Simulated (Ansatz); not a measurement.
The figure comes from a scan of Cd (hcp, Mg type): volume and axial ratio are varied about the relaxed values (subscript 0). All values below come from PBE (plane waves to 420 eV, PAW, scalar-relativistic; Ansatz, a first-principles code). k mesh 18×18×8 (Γ-centred), Fermi-Dirac smearing 0.05 eV. Compression counts positive. With partly filled bands, the response to shear is sensitive to the k mesh, so small differences along c/a are uncertain. Cd was relaxed with its symmetry unable to fall. The relaxed volume of Cd is well above the measured one; the method has no dispersion term. 

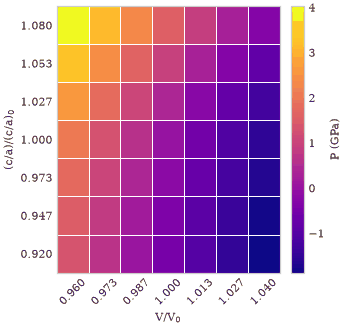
Fig. 1. P (GPa), one tile a computed point.

Task: List the plotted points as numbers.

Result: To the nearest 0.5:

P (GPa), with V/V₀ across and (c/a)/(c/a)₀ down:

| (c/a)/(c/a)₀ \ V/V₀ | 0.960 | 0.973 | 0.987 | 1.000 | 1.013 | 1.027 | 1.040 |
|---|---|---|---|---|---|---|---|
| 0.920 | 1.5 | 0.5 | 0.0 | -0.5 | -1.0 | -1.5 | -2.0 |
| 0.947 | 1.5 | 1.0 | 0.0 | -0.5 | -1.0 | -1.5 | -2.0 |
| 0.973 | 2.0 | 1.0 | 0.5 | 0.0 | -0.5 | -1.0 | -1.5 |
| 1.000 | 2.0 | 1.5 | 0.5 | 0.0 | -0.5 | -1.0 | -1.5 |
| 1.027 | 2.5 | 2.0 | 1.0 | 0.5 | 0.0 | -1.0 | -1.5 |
| 1.053 | 3.5 | 2.5 | 1.5 | 1.0 | 0.5 | -0.5 | -1.0 |
| 1.080 | 4.0 | 3.0 | 2.5 | 1.5 | 1.0 | 0.5 | -0.5 |

(Under strain, the slope of the energy per volume gives the stress and its curvature an elastic modulus.)
